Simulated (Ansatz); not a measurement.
# One shape, several levels: SiH4S (Si(SH)H3)

Wanted: a comparison of 4 runs (UB3LYP/STO-3G, UPBE/STO-3G, revPBE/STO-3G, UCCSD(T)/STO-3G) of SiH4S (Si(SH)H3). 

Program for the calculation: Ansatz 0.2.0.

54 further runs of the same task are left out: 54 set aside as unsound or not needed.

### 1 The system as given

The species is SiH4S (6 atoms), meant as a singlet with charge 0. SMILES: `[H][Si]([H])([H])S`. The H6–Si1 distance was set to 1.822 Å, away from the relaxed value.

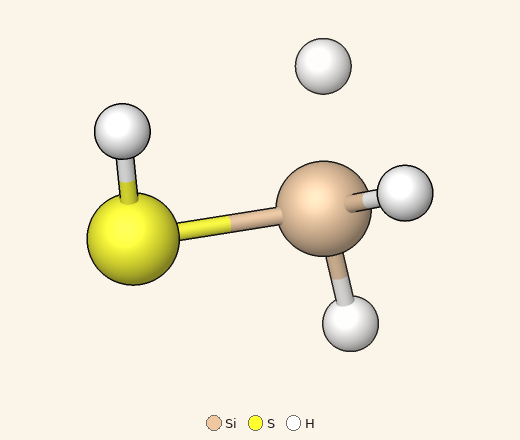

Viewed from a chosen angle; silicon light orange, sulfur yellow, hydrogen white.

### 2 The energy at UB3LYP/STO-3G (run 1)

job.yaml reads:

```yaml
crystal:
  periodic: [false, false, false]
  atoms:
    - {symbol: Si, position_ang: [0.376726, 0.288080, -0.442727]}
    - {symbol: S, position_ang: [0.429236, 0.322440, 1.703323]}
    - {symbol: H, position_ang: [-0.881294, 0.362530, 1.897093]}
    - {symbol: H, position_ang: [1.781526, 0.281930, -0.808097]}
    - {symbol: H, position_ang: [-0.327714, 1.483220, -0.888307]}
    - {symbol: H, position_ang: [-0.500900, -1.225100, -0.952020]}
basis:
  gaussian:
    orbitals: STO-3G
magnetization:
  spin_polarized: true
  initial_magnetization: 0
hamiltonian:
  xc: {name: B3LYP}
accuracy: high
```

The run is started by

```bash
ansatz run job.yaml --threads 1 --pin off --max-ram 2610MiB --events-out events.jsonl --progress --plain --runs-dir runs
```

Output:

```text
Warning: RAYON_NUM_THREADS=1 ignored (pool sized by the plan → 1); use --threads N
Functional definition: B3LYP
  name "B3LYP"
  parameter a0 = 0.2
  parameter ax = 0.72
  parameter ac = 0.81
  exchange = (1 - a0 - ax)*slater_x + ax*b88_x + a0*exact_x
  correlation = (1 - ac)*vwn_rpa_c + ac*lyp_c
388 factors; integrals over basis functions are off by at most 2.1e-8 eV
mean field evaluation 1: about -18564.6412 eV, gradient 1.3e1 eV
mean field evaluation 2: about -18564.7414 eV, gradient 1.2e1 eV
mean field evaluation 4: about -18565.9476 eV, gradient 6.4e-2 eV
mean field evaluation 8: about -18565.8935 eV, gradient 4.6e-4 eV
mean field evaluation 16: about -18565.8935 eV, gradient 8.9e-9 eV
mean field -18565.89346454 eV, -682.2840004073 hartree, gradient 8.9e-9 eV, S^2 0.000000; 0 other end points of the search recorded, 0 dependent functions left out
reference -18565.89349270 eV, -682.2840014420 hartree; 17, 17 occupied and 5, 5 virtual orbitals, 388 factors
Total energy: -18565.89349270 eV, -682.2840014420 hartree
```

Run time: 2.2 s. Hardware: 1 thread of Arm Neoverse V1, shared host; peak memory 0.14 GiB.

### 3 A single-point energy at UPBE/STO-3G (run 2)

in.yaml reads:

```yaml
crystal:
  periodic: [false, false, false]
  atoms:
    - {symbol: Si, position_ang: [0.376726, 0.288080, -0.442727]}
    - {symbol: S, position_ang: [0.429236, 0.322440, 1.703323]}
    - {symbol: H, position_ang: [-0.881294, 0.362530, 1.897093]}
    - {symbol: H, position_ang: [1.781526, 0.281930, -0.808097]}
    - {symbol: H, position_ang: [-0.327714, 1.483220, -0.888307]}
    - {symbol: H, position_ang: [-0.500900, -1.225100, -0.952020]}
basis:
  gaussian:
    orbitals: STO-3G
magnetization:
  spin_polarized: true
  initial_magnetization: 0
hamiltonian:
  xc: {name: PBE}
accuracy: high
```

The run is started by

```bash
ansatz run in.yaml --threads 1 --pin off --max-ram 2610MiB --events-out events.jsonl --progress --plain --runs-dir runs
```

Output:

```text
Warning: RAYON_NUM_THREADS=1 ignored (pool sized by the plan → 1); use --threads N
Functional definition: PBE
  name "PBE"
  parameter kappa = 0.804
  parameter beta = 0.06672455060314922
  exchange = pbe_x(kappa = kappa, mu = beta*pi^2/3)
  correlation = pbe_c(beta = beta)
388 factors; integrals over basis functions are off by at most 2.1e-8 eV
mean field evaluation 1: about -18554.6240 eV, gradient 1.4e1 eV
mean field evaluation 2: about -18553.5259 eV, gradient 1.7e1 eV
mean field evaluation 4: about -18556.0628 eV, gradient 2.5e-1 eV
mean field evaluation 8: about -18555.9932 eV, gradient 3.6e-3 eV
mean field evaluation 16: about -18555.9932 eV, gradient 2.4e-8 eV
mean field -18555.99319388 eV, -681.9201721710 hartree, gradient 2.4e-8 eV, S^2 0.000000; 0 other end points of the search recorded, 0 dependent functions left out
reference -18555.99319578 eV, -681.9201722408 hartree; 17, 17 occupied and 5, 5 virtual orbitals, 388 factors
Total energy: -18555.99319578 eV, -681.9201722408 hartree
```

Run time: 2.1 s. Hardware: 1 thread of Arm Neoverse V1, shared host; peak memory 0.14 GiB.

Run 3 isn't shown in full; the table further down has it.

### 4 A single-point energy at UCCSD(T)/STO-3G (run 4)

Changes to in.yaml since step 3:

```diff
@@ -14,5 +14,7 @@
   spin_polarized: true
-  initial_magnetization: 0
-hamiltonian:
-  xc: {name: PBE}
+correlation:
+  method: ccsd_t
+  frozen_orbitals: {H: 0, S: 5, Si: 5}
 accuracy: high
+scf:
+  omitted_lower_state_checks: [cluster_reference, increment]
```

The run is started by

```bash
ansatz run in.yaml --threads 1 --pin off --max-ram 2610MiB --events-out events.jsonl --progress --plain --runs-dir runs
```

Output, shortened:

```text
Warning: RAYON_NUM_THREADS=1 ignored (pool sized by the plan → 1); use --threads N
Functional definition: HF
  name "HF"
[...]
388 factors; integrals over basis functions are off by at most 2.1e-8 eV
[...]
mean field -18532.52533870 eV, -681.0577444003 hartree, gradient 4.0e-8 eV, S^2 0.000000; 0 other end points of the search recorded, 0 dependent functions left out
10 core orbitals not correlated: weight in the atoms' cores, before any rotation towards them, 1.000 or more for the frozen orbitals, at most 0.000 for the correlated occupied ones
reference -18532.52533870 eV, -681.0577444003 hartree; 7, 7 occupied and 5, 5 virtual orbitals, 388 factors
second order -1.93370627 eV of doubles, -0.00000000 eV of singles
cycle   1  -2.51880260 eV  change   -5.9e-1 eV  update   7.0e-2
[...]
cycle  18  -2.85929890 eV  change  -7.0e-11 eV  update   1.0e-9
perturbative correction -0.02580689 eV, -0.0009483856 hartree
Total energy: -18535.41044449 eV, -681.1637700826 hartree
Checks for a lower state left out: cluster_reference, increment
```

Wall time 0.26 s (1 thread of Arm Neoverse V1, shared host).

### 5 All runs side by side

| run | level | frozen core orbitals | energy (Eh) | wall time |
| --- | --- | --- | --- | --- |
| 1 | UB3LYP/STO-3G | – | -682.284001 | 2.2 s |
| 2 | UPBE/STO-3G | – | -681.920172 | 2.1 s |
| 3 | revPBE/STO-3G | – | -682.142620 | 1.3 s |
| 4 | UCCSD(T)/STO-3G | 10 | -681.163770 | 0.26 s |

### 6 Outcome

```
                                           quantity          value
                                run 4: total energy  -681.16377 Eh
run 4: correlation energy (10 core orbitals frozen)     -106.0 mEh
                              run 4: (T) correction      -0.95 mEh
                               run 4: T1 diagnostic          0.006
```

Totals of different functionals can't be ranked against each other. In runs 1, 2, 3, 4 the basis is minimal, so the values are rough. All runs together took 5.9 s, the longest 2.2 s.
